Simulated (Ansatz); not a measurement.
# Transmission past a defect: InAs wire along [110], 2 atoms a period, H-terminated, Mn in place of one edge or surface As, part 3 of 4

Aim: how much does this defect scatter, and at which energies?

Ansatz 0.2.0; DFT PBE, plane waves, PAW; relaxation of a wire's period (the session's first sound run).

So far. Step 2 (The relaxed wire): The cell's length comes to 4.531 Å with spin left out. Step 3 (The wire at its relaxed period): At the computed energy nearest the Fermi level there are 0 channels a spin; the gap is 3.32 eV.

### Step 4. Relaxation of the scattering region (continued)

Level of this step: DFT PBE, plane waves, PAW; relaxation of a junction in a wire, ends held (Ansatz).

Step by step:

```csv
step,energy less that of the first step (eV),largest force component (eV/Å)
1,0.0000,0.4306
2,-0.0573,0.2926
3,-0.0828,0.0537
4,-0.0828,0.0536
5,-0.0999,0.1328
6,-0.1014,0.0439
7,-0.1014,0.0438
```

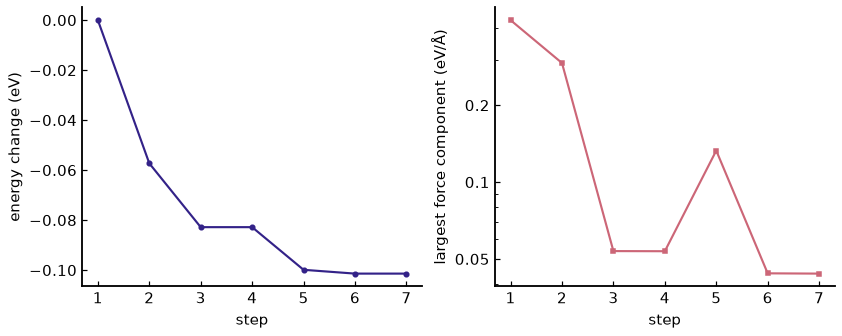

Energy and largest force along the relaxation.

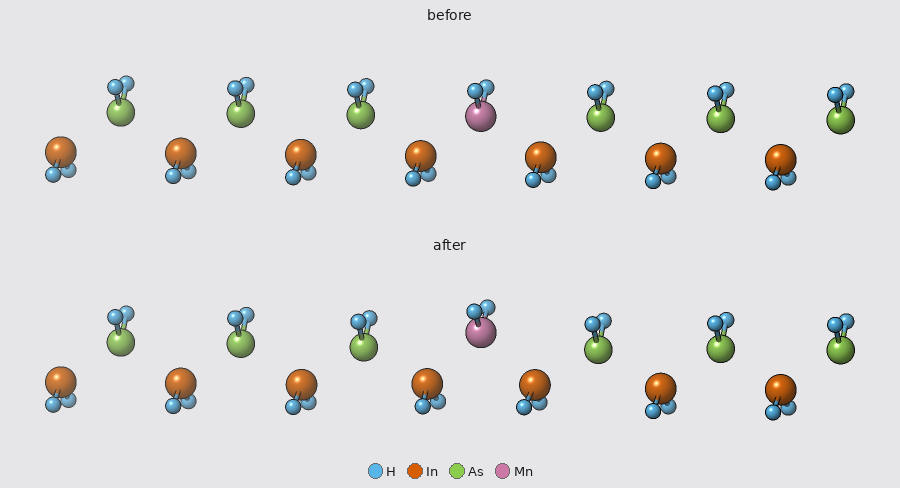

The structure before and after the relaxation, drawn at the same scale.

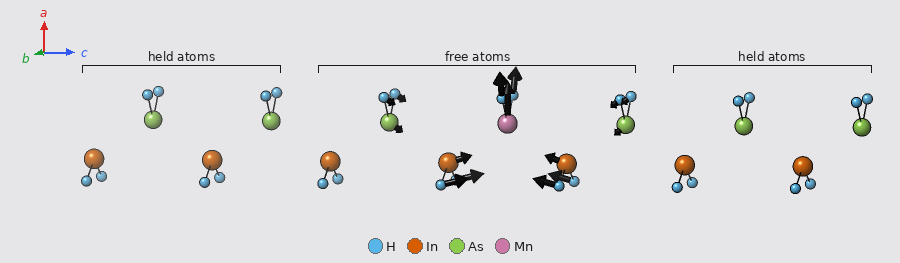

Displacements in the relaxation, exaggerated; the longest in the cell stands for 0.51 Å.

The atoms that moved most (Å):

```csv
atom,dx,dy,dz,length
Mn21,0.511,0.000,0.007,0.511
H23,0.358,0.190,0.004,0.406
H22,0.358,-0.190,0.004,0.406
H19,0.088,0.011,0.364,0.375
H24,0.088,-0.011,0.364,0.375
H30,0.093,-0.011,-0.340,0.352
H25,0.093,0.011,-0.340,0.352
In20,0.078,0.000,0.242,0.255
```

This step gave:

```yaml
energy_at_zero_smearing: -72652.8753 eV
total_moment: 2.294 μB
absolute_moment: 3.992 μB
```

Site moment by element, in μB:

```csv
element,atoms,mean,spread (r.m.s.),least,largest
H,28,-0.01,0.02,-0.08,0.00
In,7,0.00,0.00,-0.01,0.00
As,6,0.00,0.00,0.00,0.00
Mn,1,2.18,0.00,2.18,2.18
```

The atoms farthest from the mean of their element:

```csv
atom,"x, y, z (Å)",site moment (μB)
H22,"7.19, 3.53, 15.86",-0.08
H23,"7.19, 6.18, 15.86",-0.08
H25,"3.67, 6.42, 17.78",-0.02
H30,"3.67, 3.28, 17.78",-0.02
H19,"3.66, 6.43, 13.96",-0.02
H24,"3.66, 3.28, 13.96",-0.02
H11,"6.83, 5.99, 6.80",0.00
H10,"6.83, 3.72, 6.80",0.00
```

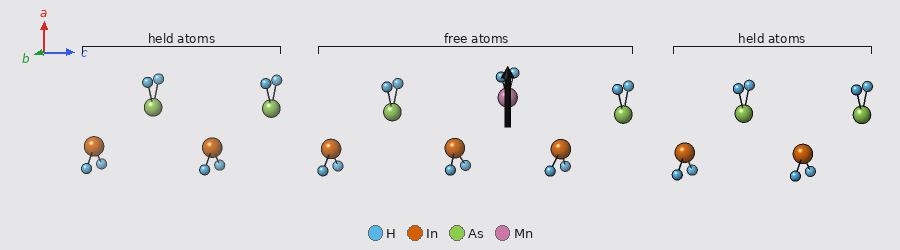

Site moment as arrows, the longest 2.18 μB. Up and down stand for the sign. Arrows give size and sign along the axis of quantisation, drawn up and down the page.

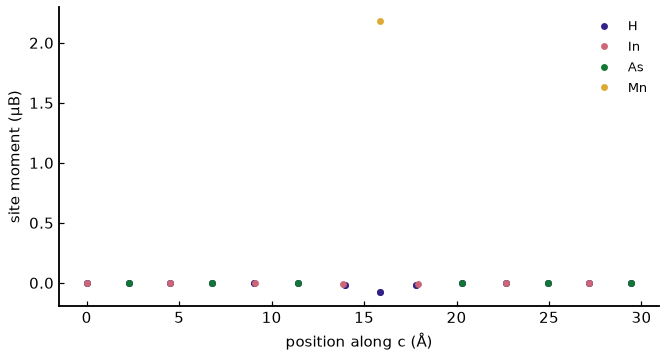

Site moment along the cell.

The largest force component on a free atom ends at 0.044 eV/Å, under the limit of 0.06. Mn ends nearest to H at 1.58 Å, H at 1.58 Å, In at 2.80 Å and In at 2.81 Å; its sphere holds +2.18 μB.

### Step 5. Transmission between the leads

This step: DFT PBE, plane waves, PAW; transmission of a junction in a wire (Ansatz 0.2.0).

The cell is now read as a scatterer between two semi-infinite leads, named by two sites one period apart. The scattering states in its self-consistent potential are matched to the leads' states at each energy. One point across is taken, as for a wire in vacuum.

Contents of input.yaml:

```yaml
crystal:
  lattice:
    - [10.27, 0.0, 0.0]
    - [0.0, 9.707, 0.0]
    - [0.0, 0.0, 31.7150433328]
  atoms:
    - { symbol: H, position: [0.347768556, 0.660772767, 0.0] }
    - { symbol: In, position: [0.420752092, 0.499985981, 0.0] }
    - { symbol: As, position: [0.566915626, 0.499985981, 0.071428571] }
    - { symbol: H, position: [0.664873718, 0.382970602, 0.071428571] }
    - { symbol: H, position: [0.664873718, 0.61700136, 0.071428571] }
    - { symbol: H, position: [0.347768556, 0.339199195, 0.0] }
    - { symbol: H, position: [0.347768556, 0.660772767, 0.142857143] }
    - { symbol: In, position: [0.420752092, 0.499985981, 0.142857143] }
    - { symbol: As, position: [0.566915626, 0.499985981, 0.214285714] }
    - { symbol: H, position: [0.664873718, 0.382970602, 0.214285714] }
    - { symbol: H, position: [0.664873718, 0.61700136, 0.214285714] }
    - { symbol: H, position: [0.347768556, 0.339199195, 0.142857143] }
    - { symbol: H, position: [0.3487882834, 0.6614327188, 0.2858024961] }
    - { symbol: In, position: [0.4206029663, 0.499985981, 0.2865908124] }
    - { symbol: As, position: [0.5587785735, 0.499985981, 0.360761157] }
    - { symbol: H, position: [0.657443138, 0.3833221196, 0.3608525099] }
    - { symbol: H, position: [0.657443138, 0.6166498424, 0.3608525099] }
    - { symbol: H, position: [0.3487882834, 0.3385392432, 0.2858024961] }
    - { symbol: H, position: [0.3563501769, 0.6619301301, 0.4400485668] }
    - { symbol: In, position: [0.4283460635, 0.499985981, 0.4362158378] }
    - { symbol: Mn, position: [0.6166338969, 0.499985981, 0.5002199749], spin: 2.18 }
    - { symbol: H, position: [0.6997477304, 0.3633506017, 0.5001255246], spin: -0.08 }
    - { symbol: H, position: [0.6997477304, 0.6366213603, 0.5001255246], spin: -0.08 }
    - { symbol: H, position: [0.3563501769, 0.3380418319, 0.4400485668] }
    - { symbol: H, position: [0.3568707916, 0.6618796451, 0.5607229885] }
    - { symbol: In, position: [0.4289306266, 0.499985981, 0.5644754041] }
    - { symbol: As, position: [0.5587827014, 0.499985981, 0.640009388] }
    - { symbol: H, position: [0.6574863766, 0.3833491713, 0.6397396402] }
    - { symbol: H, position: [0.6574863766, 0.6166227907, 0.6397396402] }
    - { symbol: H, position: [0.3568707916, 0.3380923169, 0.5607229885] }
    - { symbol: H, position: [0.347768556, 0.660772767, 0.714285714] }
    - { symbol: In, position: [0.420752092, 0.499985981, 0.714285714] }
    - { symbol: As, position: [0.566915626, 0.499985981, 0.785714286] }
    - { symbol: H, position: [0.664873718, 0.382970602, 0.785714286] }
    - { symbol: H, position: [0.664873718, 0.61700136, 0.785714286] }
    - { symbol: H, position: [0.347768556, 0.339199195, 0.714285714] }
    - { symbol: H, position: [0.347768556, 0.660772767, 0.857142857] }
    - { symbol: In, position: [0.420752092, 0.499985981, 0.857142857] }
    - { symbol: As, position: [0.566915626, 0.499985981, 0.928571429] }
    - { symbol: H, position: [0.664873718, 0.382970602, 0.928571429] }
    - { symbol: H, position: [0.664873718, 0.61700136, 0.928571429] }
    - { symbol: H, position: [0.347768556, 0.339199195, 0.857142857] }
magnetization:
  spin_polarized: true
kpoints:
  mp_grid: { grid: [1, 1, 3] }
scf:
  occupations: { method: fermi_dirac, width: 0.05 }
hamiltonian:
  xc: pbe
output:
  transmission:
    e_range: [-1.26, 1.26]
    de: 0.035
    kmesh: [1, 1]
    reduced_basis: true
    leads: [[37, 1]]
  dos: { projected: true, e_range: [-4, 3] }
  write_potential: true
  write_density: true
  volumetric_format: npy
  elf: true
basis:
  ecutwfc: "350 eV"
```

Run with:

```
ansatz run input.yaml --threads 4 --pin off --max-ram 16384MiB --backend cpu --events-out ev --progress --plain --runs-dir out
```

Numbers of over 12 decimals in the logs are rounded to 6 here.

Log:

```text
[...]
Crystal: 42 atoms, lattice volume = 3161.701 Å³
Basis set: ecut = 350 eV, 47059 PW (Γ)
Bands: 156, of which v1, the nominal top of the filled ones, is band 112 counted from 1 (111 counted from 0)
Symmetry: 2 space group operations
[...]
k-points: 2 of 3 (time reversal used)
[...]
Starting moments: Σ|m| = 2.34 μB on 3 of 42 sites
[...]
SCF iter   1: F=—  HF=-72661.569823 eV  |F-HF|=—  |Δ(HF+E_count)|=         —  Δρ=1.93e-2 (↑1.93e-2 ↓1.90e-2)  dr2=2.61e1  dr2_m=4.94e0  M=3.997 μB ∫|m|=4.504 μB  β_m=0.30  ethr=3.10e-3  ⟨swp⟩=6.0  Hψ=2509  notcnv=0  defer=81
[...]
SCF iter  16: F=-72652.892478 eV  HF=-72652.892478 eV  |F-HF|=2.06e-8  |Δ(HF+E_count)|=   1.02e-7  Δρ=1.09e-6 (↑1.04e-6 ↓1.09e-6)  dr2=4.76e-8  dr2_m=2.35e-8  M=2.029 μB ∫|m|=3.866 μB  ethr=4.46e-11  ⟨swp⟩=21.2  Hψ=4124  notcnv=0
SCF 1 converged in 16 iterations: F = -72652.892478 eV  dr2 = 4.76e-8
[...]
transmission: 74 of 444 steps passed
transmission: 111 of 444 steps passed
[...]
transmission: 444 of 444 steps passed
WARN: The output density's exchange-correlation potential varies sharply where the density is thin. Do not read a vacuum level from v_tot or v_xc, or from such a field of the output density. On a cell that repeats whose density bears no net charge and no dipole along the vacuum's axis use v_es (v_loc + v_h of the components); under efield.dipole_correction with no amplitude use v_es + v_field, which holds any externa [...]
Second SCF, for the conductance: iteration 1, dr2 1.875e-4 eV
Second SCF, for the conductance: iteration 2, dr2 6.010e-5 eV
Second SCF, for the conductance: iteration 3, dr2 1.968e-4 eV
Second SCF, for the conductance: iteration 4, dr2 9.434e-4 eV
Second SCF, for the conductance: iteration 5, dr2 2.259e-5 eV
Second SCF, for the conductance: iteration 6, dr2 4.787e-7 eV
Second SCF, for the conductance: iteration 7, dr2 1.099e-7 eV
Second SCF, for the conductance: iteration 8, dr2 1.098e-8 eV
transmission: 74 of 444 steps passed
transmission: 111 of 444 steps passed
[...]
transmission: 444 of 444 steps passed
SCF converged after 16 iterations
Magnetization: 2.0286 μB (113.0143 up, 110.9857 down)
Absolute magnetization: 3.8765 μB (∫|ρ↑−ρ↓|, with the PAW one-centre terms)
[...]
Per-site moments (μB) at R_I (Å): [(-6.734681802421175e-6, 0.714206), (-9.942396550262878e-6, 0.714206), (-2.0765694423807575e-5, 0.625899), (2.8756084059347745e-6, 0.625899), (2.875608405974971e-6, 0.625899), (-6.734681802419238e-6, 0.714206), (-1.8086619820602154e-5, 0.714206), (-3.386721001155937e-5, 0.714206), (-0.000128618, 0.625899), (2.193571370299959e-5, 0.625899), (2.1935713703003505e-5, 0.625899), (-1.80866 [...]
Free energy (F): -72652.892478 eV
[...]
Internal energy: -72652.884974 eV  (E = F + TS)
E sigma→0 (E₀):  -72652.888726 eV
Entropy (-TS):   -0.007504 eV (-0.179 meV/atom)
Fermi energy:    -2.883857 eV
[...]
--- Band table (eV) ---
  k-point 0 ↑: bands = [... 108 lower, -4.7077, -4.6755, -4.4514, -4.4332, -4.4301, -2.6723, -2.1907, -1.7667, ... 40 higher]
  k-point 1 ↑: bands = [... 108 lower, -4.7571, -4.6144, -4.5070, -4.4493, -4.3842, -2.6723, -2.1901, -1.7829, ... 40 higher]
  k-point 0 ↓: bands = [... 108 lower, -4.4398, -3.6678, -3.0944, -1.8570, -1.7920, -1.6962, -1.5370, -1.4027, ... 40 higher]
  k-point 1 ↓: bands = [... 108 lower, -4.4503, -3.6664, -3.0960, -1.8532, -1.7920, -1.6962, -1.5369, -1.4305, ... 40 higher]
--- Transmission ---
  basis      : 731 plane waves across, 37 finite elements along
  points     : 1, standing for a mesh of 1 x 1
[...]
crystal 0  : As1H4In1, at the sites [37, 1], period 4.5307 Å, over 18.12 Å; its Hamiltonian steps by up to 10.0 meV
[...]
channels       : 0.000000e0 up, 0.000000e0 down
[...]
slowest decay  : 0.2102 /Å at (0.0000, 0.0000)
  junction   : crystal 0 to crystal 0, 1.50 to 28.68 Å
    transmission   : 0.000000e0 up, 0.000000e0 down
[...]
```

Run time: 6.6 min. Hardware: 4 threads of Arm Neoverse V2, shared host; peak memory 5.9 GiB.

This step gave:

- energy at zero smearing: -72652.8887 eV
- total moment: 2.029 μB
- absolute moment: 3.876 μB
- transmission at the energy nearest the Fermi level, spin up: 0
- transmission at the energy nearest the Fermi level, spin down: 0
- channels at the energy nearest the Fermi level, spin up: 0
- channels at the energy nearest the Fermi level, spin down: 0
- step of the lead's Hamiltonian: 10 meV
- slowest decay in the lead at the energy nearest the Fermi level: 0.2102 Å⁻¹

Table of transmission by energy, zero at the Fermi level:

```csv
energy (eV),spin up,spin down
-1.190,0,0
-1.085,0,0
-1.015,0,0
-0.910,0,0
-0.805,0,0
-0.700,0,0
-0.595,0,0
-0.490,0,0
-0.385,0,0
-0.315,0,0
-0.210,0,0
-0.105,0,0
0.000,0,0
0.105,0,0
0.210,0,0
0.315,0,0
0.385,0,0
0.490,0,0
0.595,0,0
0.700,0,0
0.805,0,0
0.910,0,0
1.015,0,0
1.085,0,0
1.190,0,0
```

The open channels of the lead by energy, zero at the Fermi level:

```csv
energy (eV),spin up,spin down
-1.190,0,0
-1.015,0,0
-0.805,0,0
-0.595,0,0
-0.385,0,0
-0.210,0,0
0.000,0,0
0.210,0,0
0.385,0,0
0.595,0,0
0.805,0,0
1.015,0,0
1.190,0,0
```

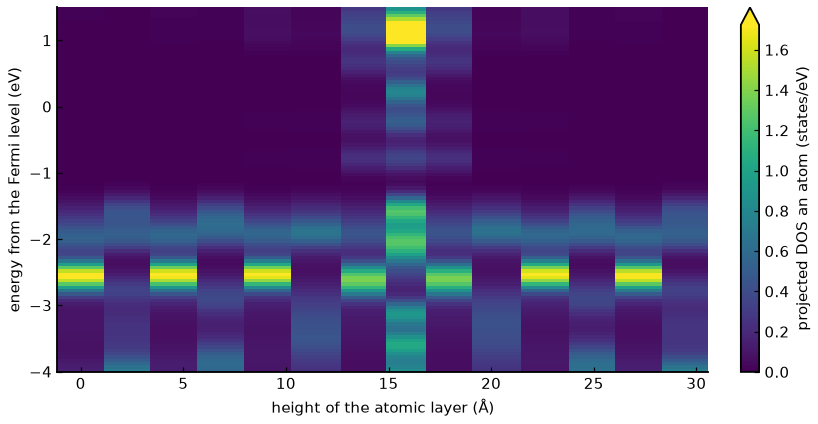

Projected DOS an atom over height of the atomic layer and energy from the Fermi level. Layers: In As In As In As In Mn In As In As In As (hydrogen named only where alone); broadened by a Gaussian of 0.15 eV, since few k-points sample the long cell.

Site moment by element, in μB:

```csv
element,atoms,mean,spread (r.m.s.),least,largest
H,28,-0.01,0.02,-0.08,0.00
In,7,0.00,0.00,-0.01,0.00
As,6,0.00,0.00,0.00,0.00
Mn,1,2.06,0.00,2.06,2.06
```

The atoms farthest from the mean of their element:

```csv
atom,"x, y, z (Å)",site moment (μB)
H22,"7.19, 3.53, 15.86",-0.08
H23,"7.19, 6.18, 15.86",-0.08
H30,"3.67, 3.28, 17.78",-0.02
H25,"3.67, 6.42, 17.78",-0.02
H24,"3.66, 3.28, 13.96",-0.02
H19,"3.66, 6.43, 13.96",-0.02
H11,"6.83, 5.99, 6.80",0.00
H10,"6.83, 3.72, 6.80",0.00
```

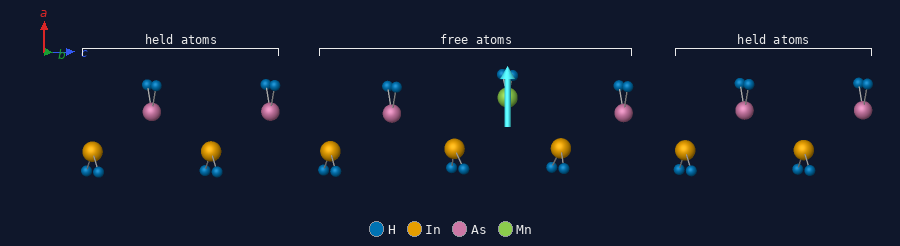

Site moment as arrows, the longest 2.06 μB. Up and down stand for the sign. Arrows give size and sign along the axis of quantisation, drawn up and down the page.

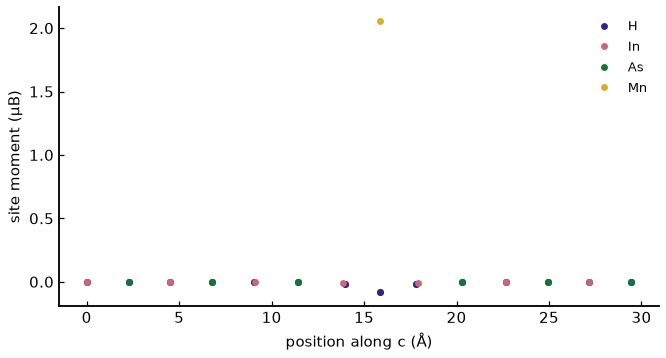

Site moment along the cell.

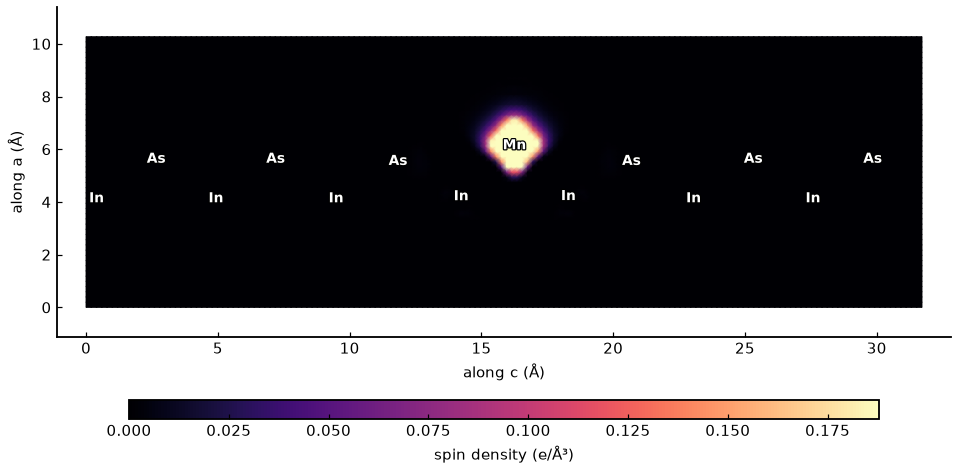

Spin density in the ca plane at fractional y = 0.500, with atoms of In and As and Mn within 0.2 Å of it.

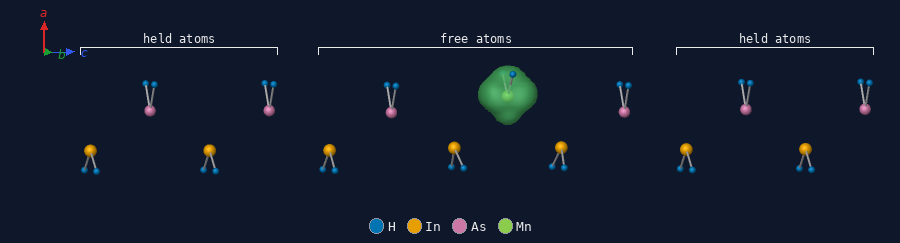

Surface of spin density = 0.086 e/Å³, which holds about 70 % of the integral of its size.

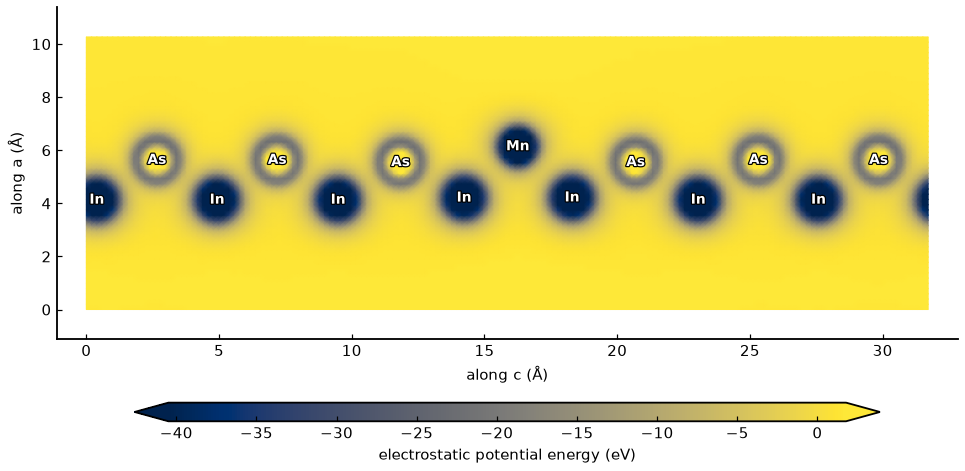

Electrostatic potential energy in the ca plane at fractional y = 0.500, with atoms of In and As and Mn within 0.2 Å of it. With pseudopotentials it is smooth inside the atoms' cores, unlike the true potential.

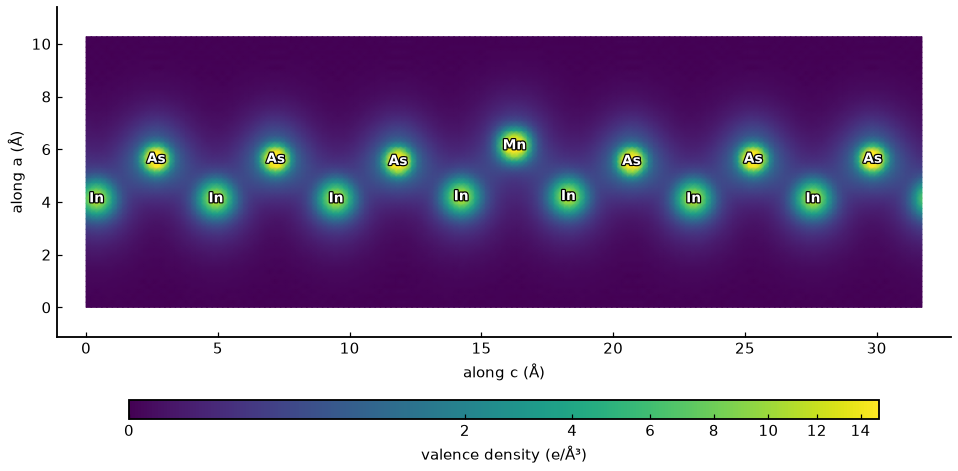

Valence density in the ca plane at fractional y = 0.500, with atoms of In and As and Mn within 0.2 Å of it. It is the smooth field of the valence electrons, not physical close to the nuclei. The colour scale is stretched toward low values.

The transmission at the computed energy nearest the Fermi level is 0 and 0 for spin up and down, with 0 spin-up and 0 spin-down channels open in the lead. The lead's Hamiltonian steps by 10.0 meV, which the program lets pass, though it counts in the error estimate.

(Part 3 of 4 ends here.)

[Logs are printed without paths, hosts, clocks, repeated set-up lines and the standing remarks that a program may print on its own settings, such as how far it seeks lower states.]

[Hosts, paths, dates, database ids (printed as entryN), source tags and the programs' standing remarks are cut or masked in the printed files.]
